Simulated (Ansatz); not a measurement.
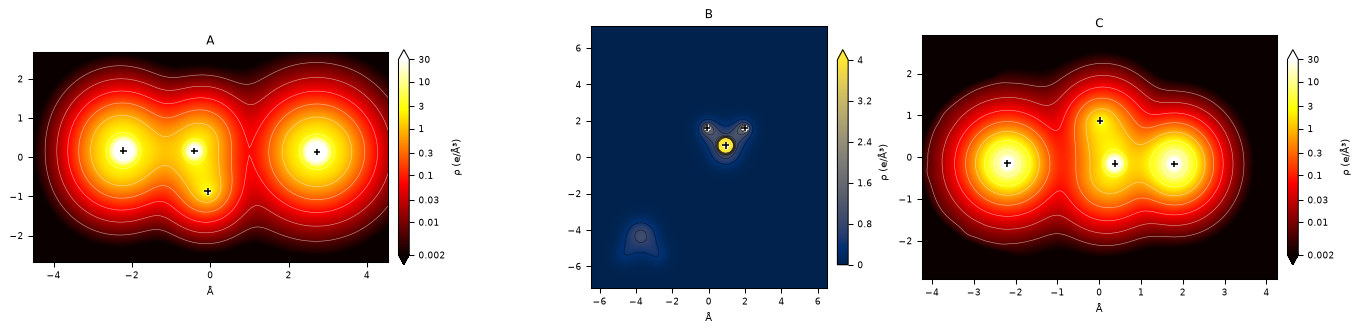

The total electron density of 3 systems, each on a plane through atoms (crosses mark nuclei in the plane).

The calculation used RKS PBE0-D4/def2-TZVPPD in Ansatz.

System 1: PH3···PH3 (SMILES P.P), the plane of atoms H6, P5 and H7. Geometry: rigid move from PBE0-D4/def2-TZVP.

```yaml
atoms:
  - { symbol: P, position_ang: [0.2401, -0.1969, -1.7310] }
  - { symbol: H, position_ang: [0.4279, -0.3582, -3.1306] }
  - { symbol: H, position_ang: [0.2279, 1.2192, -1.8066] }
  - { symbol: H, position_ang: [-1.1715, -0.2989, -1.8197] }
  - { symbol: P, position_ang: [-0.1177, 0.0518, 5.2382] }
  - { symbol: H, position_ang: [-0.3135, 0.2157, 6.6365] }
  - { symbol: H, position_ang: [1.2948, 0.1280, 5.3378] }
  - { symbol: H, position_ang: [-0.1320, -1.3643, 5.3132] }
```

System 2: CH3F···F (charge −1), the plane of atoms F1, C2 and H5. The reactant side of a reaction path; geometry: PBE0-D4/def2-TZVP.

```yaml
atoms:
  - { symbol: F, position_ang: [-0.7565, -1.4314, 0.7721] }
  - { symbol: C, position_ang: [-0.1552, -0.2936, 0.1584] }
  - { symbol: F, position_ang: [0.9297, 1.7592, -0.9490] }
  - { symbol: H, position_ang: [-0.0813, 0.5051, 0.8899] }
  - { symbol: H, position_ang: [0.8349, -0.5643, -0.1950] }
  - { symbol: H, position_ang: [-0.7717, 0.0251, -0.6763] }
```

System 3: Cl···CH3Cl (charge −1), the plane of atoms Cl3, C2 and H6. The product side of a reaction path; geometry: PBE0-D4/def2-TZVP.

```xyz
6

Cl   -1.7880   -0.2492    2.0633
C     0.2562    0.0357   -0.2957
Cl    1.4393    0.2006   -1.6608
H    -0.3381   -0.8553   -0.4592
H     0.8089   -0.0457    0.6327
H    -0.3783    0.9138   -0.2802
```

> Match each panel to its system.

Panel A is system 3, Cl···CH3Cl: the plane holds Cl, C and H. C2···Cl1 (3.13 Å): the density falls to about 0.07 e/Å³ on the way (a weak contact between the two molecules). Panel B is system 1, PH3···PH3: the plane holds P and H. P–H (1.42 Å): ρ at the midpoint is about 1.1 e/Å³. Panel C is system 2, CH3F···F: the plane holds F, C and H. C2···F3 (2.57 Å): the density falls to about 0.12 e/Å³ on the way.
